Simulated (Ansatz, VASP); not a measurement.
# MnS: VASP beside Ansatz

Wanted: the spread between two codes on one cell, functional and k mesh. The start cell is built, not measured: As first built, before any earlier steps moved the atoms: it takes the MnSe structure with some of its atoms replaced by other elements, volume scaled by an estimate. The cell comes out of earlier VASP steps on this material, which relaxed, scaled or displaced it; both programs get it as it stands.

Method: plane waves, with VASP 6.6.1 beside it; band structure at HSE03, in Ansatz 0.2.0.

### 1. Set-up

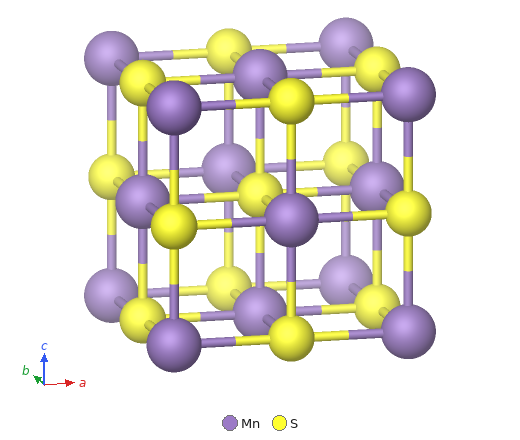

The starting structure, seen slightly off an axis (manganese light purple, sulfur yellow). This picture shows the conventional cell, with its axes. Some periodic images of atoms are drawn too.

As a file:

```
Mn S
1.0
     0.00000    2.55584    2.55584
     2.55584    0.00000    2.55584
     2.55584    2.55584    0.00000
Mn S
1 1
Cartesian
  0.0000 0.0000 0.0000
  2.5558 2.5558 2.5558
```

### 2. VASP: band structure, HSE03

The same path points are solved in both programs, so levels can be compared one by one.

Lines of VASP's logs that name or quote its potential files are left out, and so is its time.

File INCAR:

```
SYSTEM = MnS
PREC = Accurate
ENCUT = 400
EDIFF = 1E-06
NELM = 100
ISMEAR = 0
SIGMA = 0.02
LREAL = .FALSE.
ALGO = Normal
LHFCALC = .TRUE.
AEXX = 0.25
GGA = PE
HFSCREEN = 0.3
LASPH = .TRUE.
NBANDS = 16
ISPIN = 2
MAGMOM = 4 0
LMAXMIX = 4
PRECFOCK = Fast
LORBIT = 11
LWAVE = .FALSE.
LCHARG = .FALSE.
KPAR = 4
```

File POSCAR:

```
MnS
1.0
    0.0000000000      2.5558353322      2.5558353322
    2.5558353322      0.0000000000      2.5558353322
    2.5558353322      2.5558353322      0.0000000000
Mn S
1 1
Direct
    0.0000000000      0.0000000000      0.0000000000
    0.5000000000      0.5000000000      0.5000000000
```

File KPOINTS:

```
Automatic mesh
0
Gamma
5 5 5
0 0 0
```

File KPOINTS_OPT:

```
Line mode
6
Line-mode
Reciprocal
  0.00000000   0.00000000   0.00000000 GAMMA
  0.50000000   0.00000000   0.50000000 X

  0.50000000   0.00000000   0.50000000 X
  0.50000000   0.25000000   0.75000000 W

  0.50000000   0.25000000   0.75000000 W
  0.37500000   0.37500000   0.75000000 K

  0.37500000   0.37500000   0.75000000 K
  0.00000000   0.00000000   0.00000000 GAMMA

  0.00000000   0.00000000   0.00000000 GAMMA
  0.50000000   0.50000000   0.50000000 L

  0.50000000   0.50000000   0.50000000 L
  0.62500000   0.25000000   0.62500000 U

  0.62500000   0.25000000   0.62500000 U
  0.50000000   0.25000000   0.75000000 W

  0.50000000   0.25000000   0.75000000 W
  0.50000000   0.50000000   0.50000000 L

  0.50000000   0.50000000   0.50000000 L
  0.37500000   0.37500000   0.75000000 K

  0.62500000   0.25000000   0.62500000 U
  0.50000000   0.00000000   0.50000000 X
```

PAW data sets: Mn_pv and S (PBE family, release 64).

On the command line:

```console
$ mpirun -np 4 vasp_std
```

Numbers of over 12 decimals in the logs are rounded to 6 here.

Log:

```text
[banner, memory and clock lines left out]
running    4 mpi-ranks, on    1 nodes
 distrk:  each k-point on    1 cores,    4 groups
 distr:  one band on    1 cores,    1 groups

 POSCAR found type information on POSCAR MnS
 POSCAR found :  2 types and       2 ions
 LDA part: xc-table for (Slater+PW92), standard interpolation
 found WAVECAR, reading the header
 POSCAR, INCAR and KPOINTS ok, starting setup
 FFT: planning ... GRIDC
 FFT: planning ... GRID_SOFT
 FFT: planning ... GRID
 reading WAVECAR
 the WAVECAR file was read successfully
 initial charge from wavefunction
 entering main loop
       N       E                     dE             d eps       ncg     rms          rms(c)
DAV:   1    -0.195871531162E+02   -0.19587E+02   -0.50549E-01   696   0.105E+01    0.445E+00
DAV:   2    -0.196897653011E+02   -0.10261E+00   -0.18674E-01   712   0.467E+00    0.305E+00
DAV:   3    -0.196898016244E+02   -0.36323E-04   -0.38029E-02   680   0.165E+00    0.175E+00
DAV:   4    -0.196911357836E+02   -0.13342E-02   -0.55272E-03   664   0.678E-01    0.105E+00
DAV:   5    -0.196915646038E+02   -0.42882E-03   -0.90578E-04   672   0.266E-01    0.603E-01
DAV:   6    -0.196917431284E+02   -0.17852E-03   -0.17140E-04   664   0.101E-01    0.350E-01
DAV:   7    -0.196917739608E+02   -0.30832E-04   -0.63613E-05   672   0.765E-02    0.205E-01
DAV:   8    -0.196917977121E+02   -0.23751E-04   -0.19705E-05   664   0.393E-02    0.115E-01
DAV:   9    -0.196918012504E+02   -0.35383E-05   -0.88628E-06   664   0.277E-02    0.676E-02
DAV:  10    -0.196918045556E+02   -0.33052E-05   -0.26366E-06   664   0.151E-02    0.384E-02
DAV:  11    -0.196918047658E+02   -0.21015E-06   -0.10277E-06   592   0.977E-03
   1 F= -.19691805E+02 E0= -.19691805E+02  d E =-.273351E-59  mag=     5.0015
 Start KPOINTS_OPT (optional k-point list driver)
k-point batch [1-10\60]
       N       E                     dE             ncg
DAV:   1    -0.923226746536E+03   -0.56645E+04      696
DAV:   2    -0.238426735403E+04   -0.14610E+04      720
DAV:   3    -0.244846416202E+04   -0.64197E+02      760
DAV:   4    -0.244963660743E+04   -0.11724E+01      848
DAV:   5    -0.244965701132E+04   -0.20404E-01      832
DAV:   6    -0.244965760514E+04   -0.59382E-03      800
DAV:   7    -0.244965762815E+04   -0.23012E-04      792
DAV:   8    -0.244965762914E+04   -0.98752E-06      696
[...]
k-point batch [51-60\60]
       N       E                     dE             ncg
DAV:   1    -0.913486028049E+03   -0.75029E+04      656
DAV:   2    -0.240207729579E+04   -0.14886E+04      704
DAV:   3    -0.246724820977E+04   -0.65171E+02      792
DAV:   4    -0.246843829481E+04   -0.11901E+01      832
DAV:   5    -0.246845781231E+04   -0.19518E-01      816
DAV:   6    -0.246845833039E+04   -0.51809E-03      816
DAV:   7    -0.246845834951E+04   -0.19117E-04      800
DAV:   8    -0.246845835027E+04   -0.75718E-06      664
```

OUTCAR, selected parts (step 2):

```text
ion  position               nearest neighbor table
   1  0.000  0.000  0.000-   2 2.56   2 2.56   2 2.56   2 2.56   2 2.56   2 2.56
   2  0.500  0.500  0.500-   1 2.56   1 2.56   1 2.56   1 2.56   1 2.56   1 2.56

  LATTYP: Found a face centered cubic cell.
 ALAT       =     5.1116706644

 Subroutine GETGRP returns: Found 48 space group operations
 (whereof 48 operations were pure point group operations)

The static configuration has the point symmetry O_h .

 Found     10 irreducible k-points:

   k-points           NKPTS =     10   k-points in BZ     NKDIM =    125   number of bands    NBANDS=     16

   dimension x,y,z NGX =    24 NGY =   24 NGZ =   24
   dimension x,y,z NGXF=    48 NGYF=   48 NGZF=   48

   ENCUT  =  400.0 eV  29.40 Ry    5.42 a.u.   5.89  5.89  5.89*2*pi/ulx,y,z

   NELECT =      19.0000    total number of electrons

 k-points in reciprocal lattice and weights: Automatic mesh
   0.00000000  0.00000000  0.00000000       0.008
   0.20000000  0.00000000  0.00000000       0.064
   0.40000000  0.00000000  0.00000000       0.064
   0.20000000  0.20000000  0.00000000       0.048
   0.40000000  0.20000000  0.00000000       0.192
  -0.40000000  0.20000000  0.00000000       0.192
  -0.20000000  0.20000000  0.00000000       0.096
   0.40000000  0.40000000  0.00000000       0.048
  -0.40000000  0.40000000  0.00000000       0.096
  -0.40000000  0.40000000  0.20000000       0.192

  exchange ACFDT corr.  =         0.00000000  see jH, gK, PRB 81, 115126

 average (electrostatic) potential at core
       1 -61.2392       2 -80.9240

 E-fermi :   7.0545

 spin component 1
 k-point     1 :       0.0000    0.0000    0.0000
  band No.  band energies     occupation
    ...
      8       1.8327      1.00000
      9       1.8327      1.00000
     10       4.9555      1.00000
     11       4.9555      1.00000
     12       4.9555      1.00000
     13       9.8919      0.00000
     14      16.3750      0.00000
     15      16.3750      0.00000
     16      16.3750      0.00000

 k-point     2 :       0.2000    0.0000    0.0000
  band No.  band energies     occupation
    ...
      8       1.9914      1.00000
      9       1.9914      1.00000
     10       3.4501      1.00000
     11       5.7214      1.00000
     12       5.7214      1.00000
     13      11.4501      0.00000
     14      14.8234      0.00000
     15      15.6372      0.00000
     16      15.6372      0.00000

 k-point     3 :       0.4000    0.0000    0.0000
  band No.  band energies     occupation
    ...
      8       2.2823      1.00000
      9       2.2823      1.00000
     10       2.9979      1.00000
     11       6.7772      1.00000
     12       6.7772      1.00000
     13      10.6512      0.00000
     14      13.4589      0.00000
     15      13.4589      0.00000
     16      16.9494      0.00000

 k-point     4 :       0.2000    0.2000    0.0000
  band No.  band energies     occupation
    ...
      8       1.7986      1.00000
      9       1.9176      1.00000
     10       4.6207      1.00000
     11       4.6207      1.00000
     12       4.6422      1.00000
     13      12.2964      0.00000
     14      14.2467      0.00000
     15      14.3401      0.00000
     16      16.6329      0.00000

 k-point     5 :       0.4000    0.2000    0.0000
  band No.  band energies     occupation
    ...
      8       2.0513      1.00000
      9       2.3082      1.00000
     10       3.1145      1.00000
     11       5.0114      1.00000
     12       5.4682      1.00000
     13      11.3088      0.00000
     14      13.2851      0.00000
     15      15.1757      0.00000
     16      15.9821      0.00000

 k-point     6 :      -0.4000    0.2000    0.0000
  band No.  band energies     occupation
    ...
      8       2.3190      1.00000
      9       2.3259      1.00000
     10       2.9688      1.00000
     11       4.7571      1.00000
     12       6.2513      1.00000
     13      11.3401      0.00000
     14      13.4267      0.00000
     15      14.5792      0.00000
     16      16.4314      0.00000

  energy-cutoff  :      400.00
  volume of cell :       33.39
      direct lattice vectors                 reciprocal lattice vectors
     0.000000000  2.555835332  2.555835332    -0.195630757  0.195630757  0.195630757
     2.555835332  0.000000000  2.555835332     0.195630757 -0.195630757  0.195630757
     2.555835332  2.555835332  0.000000000     0.195630757  0.195630757 -0.195630757

 POSITION                                       TOTAL-FORCE (eV/Angst)
 -----------------------------------------------------------------------------------
      0.00000      0.00000      0.00000         0.000000      0.000000      0.000000
      2.55584      2.55584      2.55584        -0.000000     -0.000000     -0.000000
 -----------------------------------------------------------------------------------
    total drift:                               -0.000016     -0.000009      0.000005

  FREE ENERGIE OF THE ION-ELECTRON SYSTEM (eV)
  ---------------------------------------------------
  free  energy   TOTEN  =       -19.6918047658 eV

  energy  without entropy=      -19.6918047658  energy(sigma->0) =      -19.69180477

 total charge
# of ion       s       p       d       tot
------------------------------------------
    1        0.221   6.187   4.905  11.313
    2        1.315   2.507   0.000   3.822
--------------------------------------------------
tot          1.536   8.694   4.905  15.135

 magnetization (x)
# of ion       s       p       d       tot
------------------------------------------
    1        0.045   0.037   4.453   4.535
    2        0.026   0.102   0.000   0.128
--------------------------------------------------
tot          0.070   0.139   4.453   4.663

[... 6 further parts left out ...]
```

[end of part 1 of 2]

[Lines on the potential files, build, host, timing and source positions are cut from VASP's logs without a mark.]

[Logs are printed without paths, hosts, clocks, repeated set-up lines and the standing remarks that a program may print on its own settings, such as how far it seeks lower states.]

[Hosts, paths, dates, database ids (printed as entryN), source tags and the programs' standing remarks are cut or masked in the printed files.]
